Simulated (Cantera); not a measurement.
Feed: 1 mol SiC, 0.98 mol CO2, a varied amount of H2, at 2025 K and 0.100 bar.

These are equilibrium values from Cantera (NASA tables, ideal gas, pure condensed phases), not measurements of a reactor. Candidate condensed phases: C, C6H6, C7H8, C8H18, H2O, Si, SiC, SiO2; 123 gas species. Gases not in the tables: Si2H6 and higher silanes. Rates play no part.

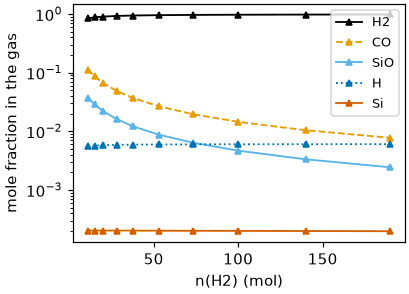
*Equilibrium gas composition (values under 1e-9 drawn at 1e-9)*

From 11 mol H2 to 190 mol H2 the condensed part is SiC(s). The main Si-bearing gas is SiO throughout. The share of Si in condensed phases is highest at 11 mol H2 (50.8 %) and lowest at 190 mol H2 (47.5 %).
